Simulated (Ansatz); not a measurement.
AlH₃O₂···HCl

```xyz
8

Al    0.0974    0.4599   -0.2789
Cl   -0.2314   -0.2362    3.0624
O     1.6315   -0.0473   -0.8300
H     1.7667   -0.9021   -1.2497
H    -1.2804   -0.2387   -0.5811
O     0.0908    1.9742    0.6108
H     0.9350    2.4356    0.6660
H    -0.3260    0.9840    2.5336
```

Not at a stationary point (largest force 1.1 eV/Å).

Method: Ansatz, RKS PBE0-D4/6-31G*.

Predict the electron density and electron localisation function between the atoms.

Answer. Al–O (1.71 Å): the density is about 0.84 e/Å³ at the midpoint; the ELF peaks at about 0.85 in the valence shell of O, 0.6 Å from its nucleus, and is about 0.45 at the midpoint.
O–H (0.96 Å): the density is about 3.6 e/Å³ at the midpoint; the ELF climbs to about 1 towards the hydrogen, as it does in any bond to H; a covalent bond by its length.
Al–O (1.76 Å): ρ is about 0.77 e/Å³ halfway; the ELF peaks at about 0.85 in the valence shell of O, 0.6 Å from its nucleus, and is about 0.50 at the midpoint.
Al–H (1.57 Å): ρ at the midpoint is about 0.55 e/Å³; the ELF climbs to about 1 towards the hydrogen.

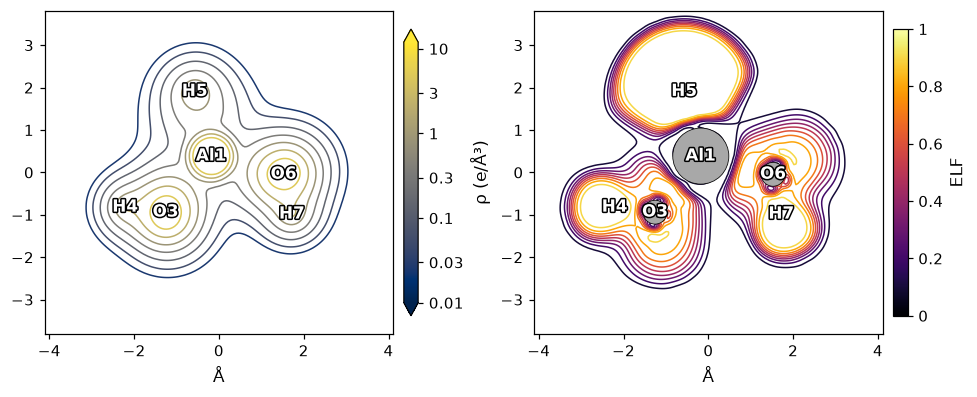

Computed electron density and electron localisation function on the plane of atoms O3, Al1 and O6, in this order. Grey discs cover the atomic cores in the ELF map. 
